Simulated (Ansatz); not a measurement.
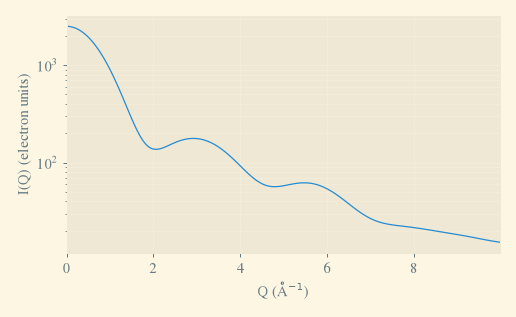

Elastic X-ray scattering of a randomly oriented, rigid molecule, calculated with the Debye equation from neutral-atom form factors (independent atoms, no Compton part, no vibration). The geometry is the end point of an optimisation (RKS PBE0-D4/STO-3G in Ansatz); it may be a saddle point or a higher isomer. It contains C, F, H, B.

### How many electrons does the independent-atom model of the molecule hold?

I(0) is the square of the electron number: I(0) = 2500, so about 50 electrons, the count of CH3BF4.

### What radius of gyration does the initial fall-off give?

From I(Q) ≈ I(0) exp(−Q²R²/3) at small Q, R ≈ 1.75 Å. It is larger than the electron-weighted radius of the nuclear positions alone (1.62 Å), because each atom's electron cloud adds to it.
